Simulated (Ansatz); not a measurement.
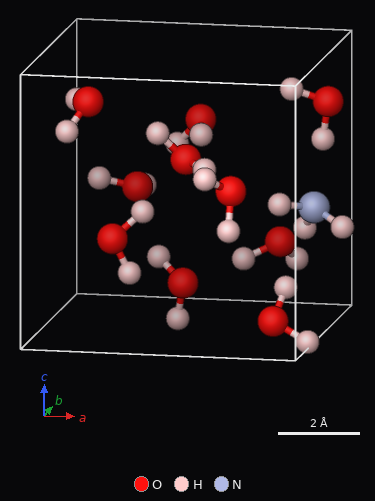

Starting frame of a dynamics run of a periodic cell with 10 H2O + 1 NH3 at 0.966 g/cm³. Style: ball-and-stick. Shown: the simulation cell, slightly off an axis.

The calculation used DFT PBEsol, scalar-relativistic, plane waves, PAW (Ansatz 0.2.0).

The input:
```yaml
accuracy: low
crystal:
  lattice:
    - [6.972683, 0.0, 0.0]
    - [0.0, 6.972683, 0.0]
    - [0.0, 0.0, 6.972683]
  atoms:
    - { symbol: O, position: [0.75212812, 0.91612795, 0.23313477] }
    - { symbol: H, position: [0.62927397, 0.86461571, 0.17639258] }
    - { symbol: H, position: [0.79060053, 1.02768683, 0.14991409] }
    - { symbol: O, position: [0.42859853, 0.76834032, 0.09934496] }
    - { symbol: H, position: [0.3280732, 0.82899452, 0.17848767] }
    - { symbol: H, position: [0.40413543, 0.79612709, -0.03653471] }
    - { symbol: O, position: [0.85828148, 0.27102337, 0.07832804] }
    - { symbol: H, position: [0.88580629, 0.36158332, 0.18477229] }
    - { symbol: H, position: [0.98485061, 0.26576031, 0.0096955] }
    - { symbol: O, position: [0.74234978, 0.08790736, 0.58348576] }
    - { symbol: H, position: [0.74293047, 0.04116459, 0.44783488] }
    - { symbol: H, position: [0.66901478, -0.01831528, 0.64563654] }
    - { symbol: O, position: [0.98906486, 0.61109687, 0.8150513] }
    - { symbol: H, position: [0.86596057, 0.56309662, 0.86479229] }
    - { symbol: H, position: [0.96561846, 0.63301718, 0.6732691] }
    - { symbol: O, position: [0.23051133, 0.92641547, 0.40932216] }
    - { symbol: H, position: [0.22854404, 1.06884144, 0.3872995] }
    - { symbol: H, position: [0.10037793, 0.88468507, 0.4438805] }
    - { symbol: O, position: [0.51632047, 0.39077146, 0.6286224] }
    - { symbol: H, position: [0.42170281, 0.35392052, 0.72762477] }
    - { symbol: H, position: [0.60737167, 0.27722307, 0.61793111] }
    - { symbol: O, position: [0.18056506, 0.29636914, 0.84408525] }
    - { symbol: H, position: [0.11307641, 0.4251719, 0.82386392] }
    - { symbol: H, position: [0.12074897, 0.21056699, 0.75062911] }
    - { symbol: O, position: [0.26653379, 0.30759147, 0.34674194] }
    - { symbol: H, position: [0.32451114, 0.32832946, 0.22042711] }
    - { symbol: H, position: [0.36810187, 0.34737494, 0.4415297] }
    - { symbol: O, position: [0.48616857, 0.80399341, 0.68984363] }
    - { symbol: H, position: [0.51519925, 0.6683955, 0.66216606] }
    - { symbol: H, position: [0.39246458, 0.84382349, 0.58953291] }
    - { symbol: "N", position: [0.93919918, 0.60393634, 0.42946263] }
    - { symbol: H, position: [1.05693705, 0.53107569, 0.37689146] }
    - { symbol: H, position: [0.83397447, 0.50375167, 0.45494901] }
    - { symbol: H, position: [0.88512653, 0.70360122, 0.33221576] }
basis:
  ecutwfc: 420.0
kpoints:
  mp_grid: { grid: [1, 1, 1] }
hamiltonian:
  xc: pbesol
scf:
  occupations: { method: fermi_dirac, width: 0.02 }
  lower_state_search: "off"
md:
  timestep: 0.5
  n_steps: 300
  ensemble: nvt_langevin
  temperature: 500.0
  initial_velocities: maxwell_boltzmann
  seed: 434332
  friction: 0.02
```

Launched with:
```bash
ansatz run input.yaml --threads 1 --pin off --max-ram 3072MiB --backend cpu --events-out ev --progress --plain --runs-dir out
```

### Predict how the run goes.

The mean temperature in the second half is 393 K (standard deviation 37 K). The potential energy in the second half lies on average 53.1 meV per atom above the first frame. In the second half of the run the atoms are, in the root-mean-square, this far from where they began (common drift taken out): H 0.74 Å, N 0.62 Å, O 0.46 Å. The heavy atoms stay within a fraction of a molecule's size of their starting places; so short a run doesn't tell a liquid from a solid.

Along the run (each row but the first and the last is the mean over the interval that it begins):

```tsv
time (fs)	potential energy (meV/atom)	T (K)
0.0	0.0	485
25.0	45.5	400
50.0	51.1	403
75.0	55.8	408
100.0	48.7	410
125.0	54.8	363
150.0	63.0	348
```

The paths of the atoms:

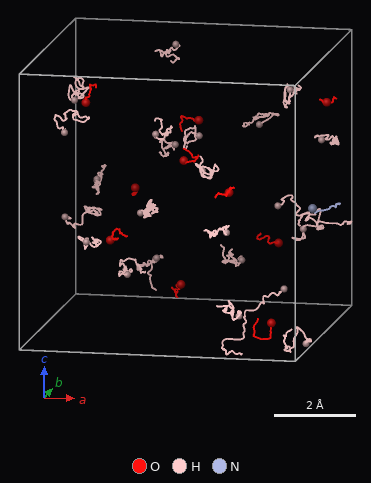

Limits of the set-up: the program's low-accuracy preset was used; the periodic images lie only 7.0 Å apart, so the values are limited by the cell's size.

Cost: 9.7 min on 1 thread of Arm Neoverse V1, with other jobs on the host, peak memory 0.43 GiB.
